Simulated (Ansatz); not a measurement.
## Geometry relaxation of C₃H₆Ge (part 2 of 2)

Continued. System: C₃H₆Ge, SMILES [GeH3][C]1=CC1. Method: RKS PBE0-D4/def2-TZVP (Ansatz 0.2.0). The geometry: PBE-D4/def2-SVP start.

Geometry of the input (Å):
```
Ge -0.9910  1.0832  -0.9080
C  0.0018  -0.2169  0.1165
C  0.0613  -1.3584  0.7690
C  1.3497  -0.5950  0.7368
H  -1.5718  0.4145  -2.1808
H  -2.1595  1.6413  -0.0546
H  -0.0430  2.2373  -1.3138
H  -0.4448  -2.2665  1.1154
H  1.7021  -0.0600  1.6433
H  2.1784  -0.9306  0.0792
```

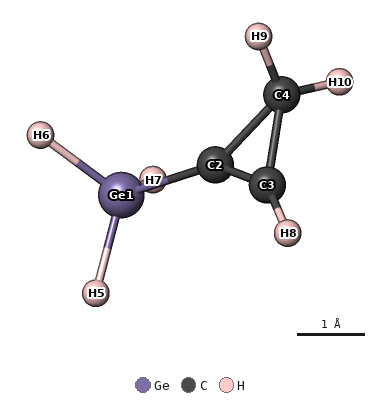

*The geometry at step 15 of the log (ball-and-stick view, seen at a tilt; atoms are numbered from 1 in the order of the input).*

### Trajectory as extended XYZ, continued
```
10
Properties=species:S:1:pos:R:3:forces:R:3 step=7 energy=-59714.42246
Ge   -0.9790    1.0699   -0.9020   -0.0633   0.0688  -0.0700
C     0.0153   -0.2201    0.1053   -0.0524  -0.1281   0.0545
C     0.0746   -1.3633    0.7140    0.0139   0.0755  -0.0382
C     1.3325   -0.5734    0.7622    0.0912  -0.0294   0.0594
H    -1.6551    0.3806   -2.1027    0.0309   0.0305   0.0616
H    -2.0626    1.6981   -0.0052    0.0503  -0.0191  -0.0335
H    -0.0253    2.1680   -1.4017   -0.0360  -0.0462   0.0173
H    -0.4164   -2.2773    1.0105    0.0307   0.0561  -0.0274
H     1.6208   -0.0690    1.6883   -0.0085  -0.0450  -0.0951
H     2.1785   -0.8646    0.1343   -0.0568   0.0370   0.0714
10
Properties=species:S:1:pos:R:3:forces:R:3 step=8 energy=-59714.42346
Ge   -0.9791    1.0684   -0.9039   -0.0860   0.1025  -0.0958
C     0.0185   -0.2231    0.0985   -0.0511  -0.1255   0.0526
C     0.0836   -1.3775    0.6849    0.0719   0.0891  -0.0251
C     1.3259   -0.5627    0.7827    0.0485  -0.0551   0.0660
H    -1.7200    0.3652   -2.0632    0.0647   0.0712   0.1194
H    -2.0102    1.7510    0.0221    0.0930  -0.0515  -0.0825
H    -0.0126    2.1305   -1.4656   -0.0818  -0.0902   0.0374
H    -0.3973   -2.3073    0.9497    0.0442   0.0800  -0.0325
H     1.5803   -0.0717    1.7271   -0.0182  -0.0611  -0.1263
H     2.1940   -0.8239    0.1706   -0.0850   0.0406   0.0870
10
Properties=species:S:1:pos:R:3:forces:R:3 step=9 energy=-59714.42615
Ge   -0.9799    1.0681   -0.9050   -0.0685   0.0854  -0.0744
C     0.0180   -0.2252    0.0966   -0.0421  -0.0618   0.0226
C     0.0899   -1.3846    0.6705    0.0663   0.0363  -0.0070
C     1.3214   -0.5579    0.7937    0.0310  -0.0426   0.0570
H    -1.7531    0.3607   -2.0392    0.0595   0.0652   0.1082
H    -1.9804    1.7804    0.0311    0.0835  -0.0521  -0.0765
H    -0.0088    2.1075   -1.4985   -0.0731  -0.0830   0.0337
H    -0.3829   -2.3230    0.9172    0.0381   0.0701  -0.0270
H     1.5587   -0.0755    1.7460   -0.0178  -0.0486  -0.1056
H     2.2001   -0.8015    0.1905   -0.0770   0.0311   0.0690
10
Properties=species:S:1:pos:R:3:forces:R:3 step=10 energy=-59714.43229
Ge   -0.9788    1.0713   -0.9083   -0.0922   0.0488  -0.0828
C     0.0151   -0.2320    0.0854    0.0614  -0.1378   0.0769
C     0.1197   -1.4171    0.6018    0.0764   0.0910  -0.0059
C     1.2970   -0.5347    0.8432   -0.0437  -0.0420  -0.0163
H    -1.9037    0.3477   -1.9186    0.1256   0.1207   0.1363
H    -1.8437    1.8995    0.0749    0.1448  -0.0692  -0.1526
H     0.0172    1.9923   -1.6538   -0.1726  -0.1129   0.1056
H    -0.3158   -2.3935    0.7676    0.0747   0.1512  -0.0299
H     1.4538   -0.0878    1.8296   -0.0306  -0.0744  -0.1173
H     2.2225   -0.6970    0.2809   -0.1438   0.0246   0.0861
10
Properties=species:S:1:pos:R:3:forces:R:3 step=11 energy=-59714.43604
Ge   -0.9820    1.0580   -0.9082   -0.1004   0.2088  -0.0902
C     0.0177   -0.2425    0.0831    0.0127  -0.0250   0.0264
C     0.1356   -1.4318    0.5833    0.0752   0.0066   0.0121
C     1.2899   -0.5306    0.8613   -0.0246  -0.0519  -0.0011
H    -1.9524    0.3544   -1.8886    0.1252   0.0810   0.1666
H    -1.7809    1.9606    0.0681    0.1028  -0.1747  -0.1186
H    -0.0086    1.9660   -1.6956   -0.0862  -0.1536   0.0735
H    -0.2835   -2.4189    0.7250    0.0694   0.1460  -0.0241
H     1.4180   -0.1006    1.8593   -0.0265  -0.0579  -0.1286
H     2.2294   -0.6658    0.3152   -0.1476   0.0208   0.0840
10
Properties=species:S:1:pos:R:3:forces:R:3 step=12 energy=-59714.43486 accepted=F
Ge   -0.9769    1.0599   -0.9145   -0.0211   0.0728   0.0130
C     0.0344   -0.2470    0.0565    0.0560  -0.0273  -0.0487
C     0.1670   -1.4433    0.5330   -0.1005   0.0974   0.2388
C     1.2857   -0.5199    0.8793   -0.3079  -0.2624  -0.4447
H    -1.9947    0.3624   -1.8360    0.0460   0.0236   0.0677
H    -1.7134    1.9674    0.0922    0.0325  -0.0590  -0.0585
H    -0.0230    1.9326   -1.7503   -0.0257  -0.0664   0.0261
H    -0.2734   -2.4136    0.7098    0.1121   0.0381  -0.1277
H     1.3455   -0.1135    1.8809    0.1433   0.1004   0.1864
H     2.2320   -0.6362    0.3518    0.0653   0.0827   0.1478
10
Properties=species:S:1:pos:R:3:forces:R:3 step=13 energy=-59714.44414
Ge   -0.9792    1.0655   -0.9079   -0.0377   0.0347  -0.0319
C     0.0198   -0.2386    0.0775    0.0023   0.0164   0.0146
C     0.1415   -1.4302    0.5681    0.0463   0.0297   0.0201
C     1.2845   -0.5260    0.8666   -0.0901  -0.0542  -0.0342
H    -1.9640    0.3552   -1.8548    0.0366   0.0305   0.0508
H    -1.7628    1.9597    0.0738    0.0609  -0.0444  -0.0474
H    -0.0035    1.9369   -1.7187   -0.0428  -0.0404   0.0311
H    -0.2743   -2.4156    0.7028    0.0215   0.0180  -0.0155
H     1.3963   -0.1060    1.8669    0.0108  -0.0073  -0.0235
H     2.2248   -0.6521    0.3286   -0.0077   0.0170   0.0359
10
Properties=species:S:1:pos:R:3:forces:R:3 step=14 energy=-59714.44994
Ge   -0.9796    1.0637   -0.9104    0.0046   0.0047   0.0091
C     0.0211   -0.2367    0.0748   -0.0255  -0.0658  -0.0190
C     0.1608   -1.4394    0.5351   -0.0553   0.0372  -0.0312
C     1.2667   -0.5179    0.8907    0.0623   0.0224   0.0368
H    -2.0279    0.3588   -1.7836   -0.0031  -0.0010   0.0106
H    -1.6773    2.0113    0.0781    0.0064   0.0071  -0.0051
H    -0.0171    1.8741   -1.7904   -0.0005  -0.0040  -0.0071
H    -0.2318   -2.4386    0.6236    0.0116  -0.0050  -0.0008
H     1.3412   -0.1204    1.9034    0.0020  -0.0144  -0.0029
H     2.2271   -0.6061    0.3816   -0.0026   0.0188   0.0095
10
Properties=species:S:1:pos:R:3:forces:R:3 step=15 energy=-59714.45243
Ge   -0.9782    1.0643   -0.9096   -0.0682   0.0803  -0.0584
C     0.0247   -0.2383    0.0673    0.0216  -0.0908   0.0475
C     0.1898   -1.4547    0.4824   -0.0126   0.0381  -0.0119
C     1.2447   -0.5067    0.9277    0.0788  -0.0043   0.0250
H    -2.1215    0.3613   -1.6712    0.0919   0.0728   0.0565
H    -1.5628    2.0989    0.0779    0.0663  -0.0888  -0.0988
H    -0.0350    1.7798   -1.9008   -0.0968  -0.0557   0.0860
H    -0.1714   -2.4724    0.5086    0.0558   0.0947   0.0039
H     1.2599   -0.1517    1.9620   -0.0152  -0.0434  -0.1047
H     2.2330   -0.5316    0.4587   -0.1215  -0.0029   0.0549
10
Properties=species:S:1:pos:R:3:forces:R:3 step=16 energy=-59714.45516
Ge   -0.9798    1.0604   -0.9110   -0.0027   0.0365  -0.0309
C     0.0247   -0.2403    0.0668   -0.0028  -0.0676  -0.0015
C     0.1954   -1.4566    0.4779   -0.0259   0.0372  -0.0107
C     1.2410   -0.5053    0.9324    0.0456  -0.0020   0.0122
H    -2.1315    0.3721   -1.6623    0.0280   0.0162   0.0270
H    -1.5367    2.1019    0.0724   -0.0079  -0.0070  -0.0039
H    -0.0486    1.7710   -1.9076   -0.0162  -0.0269   0.0127
H    -0.1585   -2.4749    0.4989    0.0295   0.0275   0.0051
H     1.2476   -0.1546    1.9657   -0.0076  -0.0177  -0.0302
H     2.2295   -0.5248    0.4697   -0.0400   0.0037   0.0201
10
Properties=species:S:1:pos:R:3:forces:R:3 step=17 energy=-59714.45117 accepted=F
Ge   -0.9755    1.0618   -0.9093   -0.0442  -0.0389  -0.0378
C     0.0096   -0.2619    0.0580   -0.0141   0.6564  -0.1022
C     0.1976   -1.4634    0.4725    0.1628  -0.5802   0.1542
C     1.2294   -0.5019    0.9326   -0.0539   0.0445  -0.0011
H    -2.1470    0.3919   -1.6438   -0.0015   0.0221  -0.0007
H    -1.5040    2.1150    0.0758    0.0033  -0.0028   0.0108
H    -0.0425    1.7471   -1.9197    0.0029  -0.0174   0.0117
H    -0.1248   -2.4894    0.4956   -0.0379  -0.0532  -0.0100
H     1.2226   -0.1596    1.9678   -0.0141   0.0256  -0.0195
H     2.2178   -0.4908    0.4734   -0.0033  -0.0561  -0.0054
10
Properties=species:S:1:pos:R:3:forces:R:3 step=18 energy=-59714.45578
Ge   -0.9795    1.0620   -0.9110    0.0004   0.0070  -0.0069
C     0.0222   -0.2435    0.0647    0.0022  -0.0183   0.0028
C     0.1992   -1.4592    0.4729   -0.0102   0.0140  -0.0092
C     1.2369   -0.5039    0.9353    0.0094   0.0017   0.0011
H    -2.1413    0.3796   -1.6487    0.0081   0.0053   0.0095
H    -1.5229    2.1108    0.0717   -0.0004  -0.0015  -0.0020
H    -0.0494    1.7560   -1.9182   -0.0054  -0.0089   0.0031
H    -0.1444   -2.4804    0.4891    0.0106   0.0055   0.0026
H     1.2356   -0.1580    1.9695   -0.0042  -0.0052  -0.0070
H     2.2267   -0.5146    0.4775   -0.0103   0.0003   0.0058
10
Properties=species:S:1:pos:R:3:forces:R:3 step=19 energy=-59714.45614
Ge   -0.9796    1.0617   -0.9114   -0.0031   0.0092   0.0042
C     0.0204   -0.2474    0.0613    0.0087   0.0197   0.0038
C     0.2087   -1.4643    0.4593    0.0082  -0.0203   0.0014
C     1.2283   -0.5005    0.9445   -0.0114   0.0005  -0.0036
H    -2.1670    0.3898   -1.6174    0.0090   0.0078   0.0071
H    -1.4842    2.1328    0.0692    0.0016  -0.0146  -0.0115
H    -0.0574    1.7270   -1.9451   -0.0063  -0.0080   0.0026
H    -0.1178   -2.4911    0.4610    0.0006   0.0093   0.0004
H     1.2084   -0.1660    1.9821   -0.0003  -0.0022  -0.0070
H     2.2236   -0.4930    0.4994   -0.0070  -0.0014   0.0026
10
Properties=species:S:1:pos:R:3:forces:R:3 step=20 energy=-59714.45618
Ge   -0.9778    1.0633   -0.9109   -0.0121  -0.0123  -0.0067
C     0.0229   -0.2456    0.0607    0.0066  -0.0159   0.0065
C     0.2135   -1.4649    0.4517   -0.0022   0.0161  -0.0036
C     1.2254   -0.4997    0.9499   -0.0034  -0.0043  -0.0024
H    -2.1762    0.3944   -1.5993   -0.0003  -0.0050  -0.0025
H    -1.4718    2.1401    0.0667    0.0088   0.0095  -0.0003
H    -0.0639    1.7116   -1.9618    0.0002   0.0071   0.0072
H    -0.1096   -2.4926    0.4451    0.0005   0.0048   0.0001
H     1.1971   -0.1717    1.9892    0.0022  -0.0021  -0.0005
H     2.2236   -0.4861    0.5116   -0.0003   0.0021   0.0021
10
Properties=species:S:1:pos:R:3:forces:R:3 step=21 energy=-59714.45623
Ge   -0.9792    1.0627   -0.9109    0.0027  -0.0062  -0.0014
C     0.0224   -0.2458    0.0606    0.0028  -0.0059   0.0077
C     0.2133   -1.4648    0.4517   -0.0004   0.0095  -0.0031
C     1.2253   -0.4997    0.9494   -0.0038  -0.0034  -0.0024
H    -2.1759    0.3915   -1.5998   -0.0020   0.0015  -0.0022
H    -1.4700    2.1422    0.0654   -0.0009   0.0016   0.0021
H    -0.0634    1.7131   -1.9587   -0.0011   0.0019  -0.0026
H    -0.1097   -2.4925    0.4455   -0.0009  -0.0005  -0.0002
H     1.1973   -0.1721    1.9888    0.0012   0.0006   0.0019
H     2.2232   -0.4857    0.5109    0.0026   0.0010   0.0002
10
Properties=species:S:1:pos:R:3:forces:R:3 step=22 energy=-59714.45624
Ge   -0.9790    1.0624   -0.9111    0.0007  -0.0009   0.0006
C     0.0230   -0.2451    0.0612   -0.0009   0.0021  -0.0010
C     0.2132   -1.4644    0.4517    0.0001  -0.0012   0.0003
C     1.2257   -0.5000    0.9499   -0.0005  -0.0009  -0.0001
H    -2.1759    0.3912   -1.5999   -0.0001   0.0000  -0.0001
H    -1.4704    2.1420    0.0652   -0.0001   0.0002  -0.0002
H    -0.0646    1.7135   -1.9598   -0.0002   0.0002  -0.0001
H    -0.1105   -2.4918    0.4448    0.0004   0.0006   0.0002
H     1.1980   -0.1728    1.9895    0.0002   0.0001   0.0003
H     2.2237   -0.4861    0.5115    0.0003   0.0000   0.0001
```

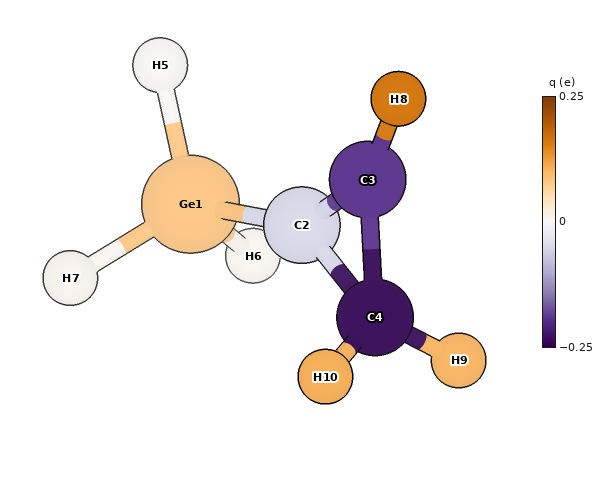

*Mulliken charges, as the colour of each atom (ball-and-stick view, seen at a tilt; atoms are numbered from 1 in the order of the input).*

By element: Ge +0.09, C −0.24 to −0.05 and H 0.00 to +0.16 e.

### Results in brief

```csv
quantity,value
outcome,converged
total energy,−59714.4563 eV
mean-field energy,−59714.3000 eV
dispersion energy,−0.1563 eV
SCF solution under orbital rotations,stable
largest force (length of the vector) at the end,0.003 eV/Å
dipole moment,0.44 D
wall time,53 s (CPU time 3.3 min)
peak memory,0.43 GiB
```
